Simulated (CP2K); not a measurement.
Consider acetaldoxime at its PBE geometry (Å).

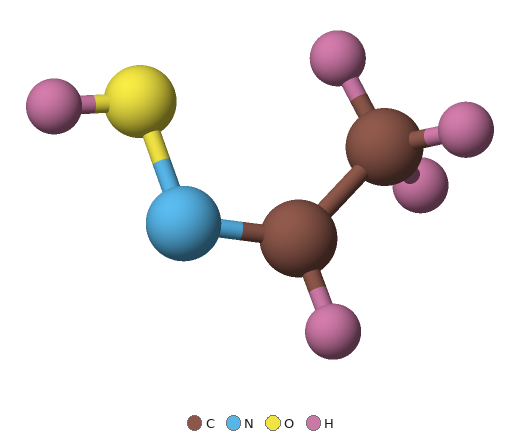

The molecule (carbon brown, nitrogen blue, oxygen yellow, hydrogen pink).

```xyz
9

C    -1.0515    0.2518    0.2427
C    -0.0231   -0.7821   -0.0902
N     1.2303   -0.6166   -0.3221
O     1.6043    0.7565   -0.2360
H    -0.6143    1.2533    0.2872
H    -1.8548    0.2451   -0.5094
H    -1.5219    0.0221    1.2107
H    -0.3249   -1.8317   -0.1540
H     2.5561    0.7015   -0.4289
```

Method: CP2K XAS_TDP, all-electron GAPW, PBEh(45%), aug-cc-pVDZ, TDA, GW2X-corrected core level, no relativity.

Q: Predict the bright core excitations at the C K edge.

Leading lines: C1 291.19 eV and C2 287.77 eV. The leading line of an atom is its first one with 35 % of the strongest within 2.5 eV of its lowest line over the strength cut. Core ionisation energies at this level: C1 292.52 and C2 293.32 eV.

The first six lines of each atom with a strength over 0.0015:

```
                     atom  energy (eV)  states  strength, one atom  above the computed threshold
 C1 (bonded to C and 3 H)       290.38       1              0.0050                              
                                291.19       1              0.0222                              
                                291.31       1              0.0119                              
                                291.66       1              0.0020                              
                                292.23       1              0.0093                              
                                293.27       1              0.0041                           yes
C2 (bonded to C, N and H)       287.77       1              0.0566                              
                                291.23       1              0.0109                              
                                292.11       1              0.0048                              
                                292.95       1              0.0043                              
                                293.70       1              0.0061                           yes
                                293.89       1              0.0049                           yes
```

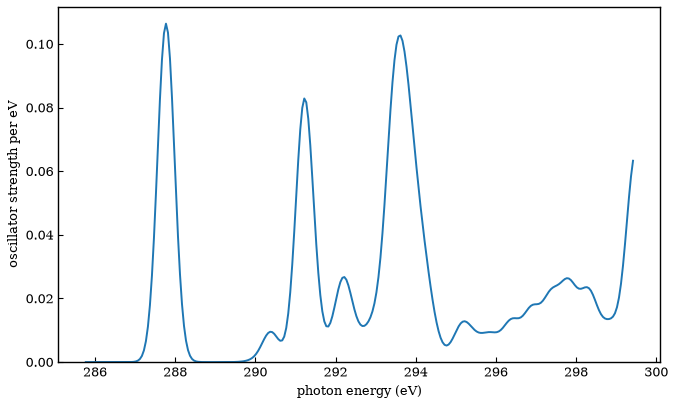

All atoms added, broadened by 0.5 eV.

Lines are vertical, at one geometry, with no vibrational structure. GW2X ionisation energies and lines can be off by 1 to 2 eV either way, and a good line position may hide errors that cancel. These values hold no scalar relativity, about 0.1 eV for C 1s. Rydberg lines, and the discretised continuum above threshold, depend on the basis and the box.

[Banner, clock and machine lines of the logs are left out without a mark of their own.]

[Logs are printed without paths, hosts, clocks, repeated set-up lines and the standing remarks that a program may print on its own settings, such as how far it seeks lower states.]

[Hosts, paths, dates, database ids (printed as entryN), source tags and the programs' standing remarks are cut or masked in the printed files.]
